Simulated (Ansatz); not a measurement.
**Fields on a plane of TiRh (space group P4/mmm)**

```
CELL_PARAMETERS angstrom
      2.89432     0.00000     0.00000
      0.00000     2.89432     0.00000
      0.00000     0.00000     3.35624
ATOMIC_POSITIONS crystal
  Ti 0.50000 0.50000 0.50000
  Rh 0.00000 0.00000 0.00000
```

The slice is a (0 -1 1) plane (indices of the conventional cell) through the point (0.000, 0.000, 0.000) (fractional), spanned by u = [100] and v = [011] in vectors of this cell: u (2.89 Å) and v (4.43 Å, at 90° to u). It covers one period; positions are fractions (u, v).

Atoms on it: Ti at (0.50, 0.50); Rh at (0.00, 0.00).

These are LDA (plane waves to 420 eV, PAW, scalar-relativistic; Ansatz, an electronic-structure program) values and carry that method's errors. k mesh 16×16×14. These are valence fields of a PAW run, semicore shells included where kept as valence: close to a nucleus they are smooth pseudo fields. TiRh is run without spin polarisation. TiRh was relaxed with its symmetry unable to fall.

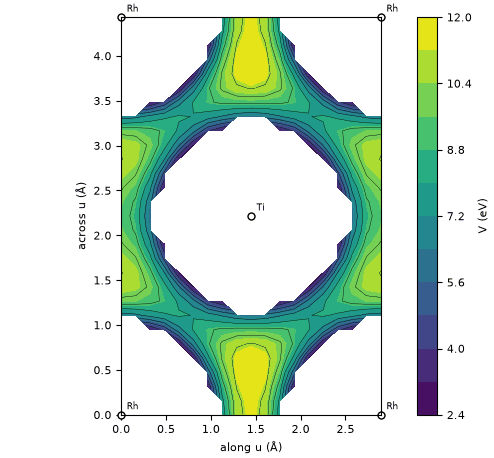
Figure: Electrostatic potential energy of an electron, from the cell's mean, in eV, one period of the plane, atoms marked. Points within 1 Å of a nucleus are left white, as the pseudised field means little there. Values under 3 eV are set to 3. The zero, the cell's mean, hangs on the PAW cores.

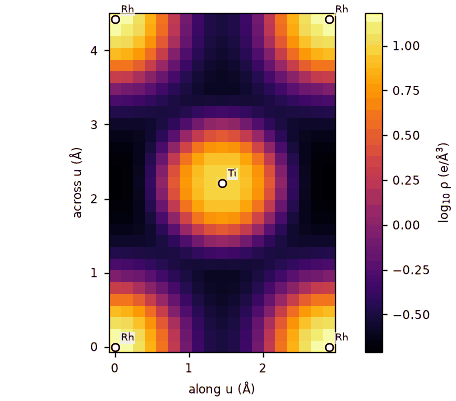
Log₁₀ of the valence density in e/Å³, one period of the plane, atoms marked. The scale is logarithmic, as a density can span decades between atoms and voids.

- Density on the Ti–Rh line (2.65 Å) at its density minimum, 1.2 Å from Ti = 0.31 e/Å³
- ELF at that point = 0.2
